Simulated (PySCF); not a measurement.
# SVWN5/6-31G run of H3O+ (oxonium)

Aim: the vertical ionisation energy of H3O+ (oxonium) at SVWN5/6-31G, from 2 runs. Input form: a Python script.

The results are computed with PySCF 2.14.0.

5 further runs of the same task are left out: 5 set aside as unsound or not needed.

### Step 1. The molecule

The species is H3O+ (4 atoms), meant as a singlet with charge +1. As SMILES, `[OH3+]`. The shape is that of a GFN2-xTB optimisation.

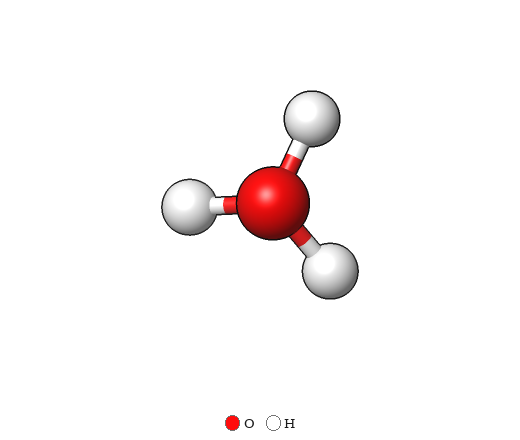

The structure, seen from a chosen angle (oxygen red, hydrogen white).

### Step 2. A single-point energy at SVWN5/6-31G

File job.py:

```python
from pyscf import gto, dft

mol = gto.Mole()
mol.atom = '''
O      0.370481    -0.115311    -0.107525
H      0.404836     1.737490     0.031124
H     -0.781232    -0.692811    -1.446925
H      0.005915    -0.929367     1.523346
'''
mol.verbose = 4
mol.basis = '6-31g'
mol.max_memory = 1860
mol.spin = 0
mol.unit = 'bohr'
mol.charge = 1
mol.build()

mf = dft.RKS(mol, xc='svwn')
mf.conv_tol = 1e-10
mf.grids.level = 5
mf.kernel()
if not mf.converged:
    mf = mf.newton().run(mf.mo_coeff, mf.mo_occ)

etot = mf.e_tot
print('E(%s) = %.9f' % ('SVWN5', etot))
```

Run with:

```bash
$ OMP_NUM_THREADS=1 python job.py
```

Output:

```text
PySCF version 2.14.0

[INPUT] num. atoms = 4
[INPUT] num. electrons = 10
[INPUT] charge = 1
[INPUT] spin (= nelec alpha-beta = 2S) = 0
[INPUT] symmetry False subgroup None
[INPUT] Mole.unit = bohr
[INPUT] Symbol           X                Y                Z      unit          X                Y                Z       unit  Magmom
[INPUT]  1 O      0.196050102279  -0.061019953368  -0.056899779604 AA    0.370481000000  -0.115311000000  -0.107525000000 Bohr   0.0
[INPUT]  2 H      0.214229985360   0.919440112201   0.016470111513 AA    0.404836000000   1.737490000000   0.031124000000 Bohr   0.0
[INPUT]  3 H     -0.413410170841  -0.366619792675  -0.765679735910 AA   -0.781232000000  -0.692811000000  -1.446925000000 Bohr   0.0
[INPUT]  4 H      0.003130083203  -0.491799836981   0.806119987546 AA    0.005915000000  -0.929367000000   1.523346000000 Bohr   0.0

nuclear repulsion = 13.8867718892184
number of shells = 11
number of NR pGTOs = 34
number of NR cGTOs = 15
basis = 6-31g
ecp = {}

******** <class 'pyscf.dft.rks.RKS'> ********
method = RKS
initial guess = minao
damping factor = 0
level_shift factor = 0
DIIS = <class 'pyscf.scf.diis.CDIIS'>
diis_start_cycle = 1
diis_space = 8
diis_damp = 0
SCF conv_tol = 1e-10
SCF conv_tol_grad = None
SCF max_cycles = 50
direct_scf = True
direct_scf_tol = 1e-13
XC library pyscf.dft.libxc version 7.0.0
    S. Lehtola, C. Steigemann, M. J.T. Oliveira, and M. A.L. Marques.,  SoftwareX 7, 1–5 (2018)
XC functionals = svwn
    P. A. M. Dirac.,  Math. Proc. Cambridge Philos. Soc. 26, 376 (1930)
    F. Bloch.,  Z. Phys. 57, 545 (1929)
    S. H. Vosko, L. Wilk, and M. Nusair.,  Can. J. Phys. 58, 1200 (1980)
radial grids:
    Treutler-Ahlrichs [JCP 102, 346 (1995); DOI:10.1063/1.469408] (M4) radial grids

becke partition: Becke, JCP 88, 2547 (1988); DOI:10.1063/1.454033
pruning grids: <function nwchem_prune>
grids dens level: 5
symmetrized grids: False
atomic radii adjust function: <function treutler_atomic_radii_adjust>
small_rho_cutoff = 0
Set gradient conv threshold to 1e-05
Initial guess from minao.
tot grids = 113600
init E= -76.4638707985703
  HOMO = -0.448703016966601  LUMO = -0.0256752865072565  gap/eV = 11.51117
cycle= 1 E= -76.0733312848789  delta_E= 0.391  |g|= 0.412  |ddm|= 1.38
  HOMO = -0.570346839476273  LUMO = -0.2693791364536  gap/eV = 8.18975
cycle= 2 E= -76.0261720385966  delta_E= 0.0472  |g|= 0.665  |ddm|= 0.523
  HOMO = -0.674187234561429  LUMO = -0.29695157662236  gap/eV = 10.26511
cycle= 3 E= -76.1039739831643  delta_E= -0.0778  |g|= 0.0212  |ddm|= 0.349
  HOMO = -0.668904501646359  LUMO = -0.29188303535867  gap/eV = 10.25928
cycle= 4 E= -76.1040577111156  delta_E= -8.37e-05  |g|= 0.000873  |ddm|= 0.0145
  HOMO = -0.668589051109985  LUMO = -0.291856654556096  gap/eV = 10.25141
cycle= 5 E= -76.1040578978376  delta_E= -1.87e-07  |g|= 3.19e-05  |ddm|= 0.00087
  HOMO = -0.668594763175815  LUMO = -0.291863573828411  gap/eV = 10.25138
cycle= 6 E= -76.1040578981199  delta_E= -2.82e-10  |g|= 9.39e-06  |ddm|= 4.39e-05
  HOMO = -0.668596652875865  LUMO = -0.291864971689029  gap/eV = 10.25139
cycle= 7 E= -76.1040578981356  delta_E= -1.57e-11  |g|= 7.1e-08  |ddm|= 4.75e-06
  HOMO = -0.668596677550015  LUMO = -0.29186499159055  gap/eV = 10.25139
Extra cycle  E= -76.1040578981357  delta_E= -7.11e-14  |g|= 8.99e-08  |ddm|= 1.08e-07
converged SCF energy = -76.1040578981357
E(SVWN5) = -76.104057898
```

It took 1 s on 1 thread of Arm Neoverse V2, shared host; peak memory 0.13 GiB.

### Step 3. Doublet [H3O]2+ at the same level

File calc.py:

```python
from pyscf import gto, dft

mol = gto.M(
    atom='O 0.196050 -0.061020 -0.056900; H 0.214230 0.919440 0.016470; H -0.413410 -0.366620 -0.765680; H 0.003130 -0.491800 0.806120',
    basis='6-31g',
    charge=2,
    verbose=3,
    spin=1,
    max_memory=1860,
)

mf = dft.UKS(mol, xc='svwn')
mf.grids.level = 5
mf.conv_tol = 1e-10
mf.kernel()
if not mf.converged:
    mf = mf.newton().run(mf.mo_coeff, mf.mo_occ)

e_final = mf.e_tot
print(f'total energy: {e_final:.8f} hartree')
```

Run with:

```bash
$ OMP_NUM_THREADS=1 python calc.py
```

Output:

```text
converged SCF energy = -75.1883314800927  <S^2> = 0.75164908  2S+1 = 2.0016484
total energy: -75.18833148 hartree
```

Run time: 1.3 s. Hardware: 1 thread of Arm Neoverse V2, shared host; peak memory 0.13 GiB.

### Step 4. Results

At SVWN5/6-31G:

```
                                            quantity         value
                          singlet H3O+: total energy  -76.10406 Eh
                           singlet H3O+: HOMO energy     -18.19 eV
                           singlet H3O+: LUMO energy      -7.94 eV
                         singlet H3O+: HOMO–LUMO gap      10.25 eV
                       doublet [H3O]2+: total energy  -75.18833 Eh
 doublet [H3O]2+: HOMO energy (highest over α and β)     -34.82 eV
  doublet [H3O]2+: LUMO energy (lowest over α and β)     -31.54 eV
                               doublet [H3O]2+: ⟨S²⟩         0.752
vertical ionisation energy (to the doublet dication)     24.918 eV
```

Removing an electron at fixed nuclei costs 24.92 eV (575 kcal/mol). The negative HOMO energy of the first species, 18.19 eV, lies 6.72 eV below that difference. Mulliken charges (singlet H3O+) run from -0.62 on O1 to +0.54 on H2.
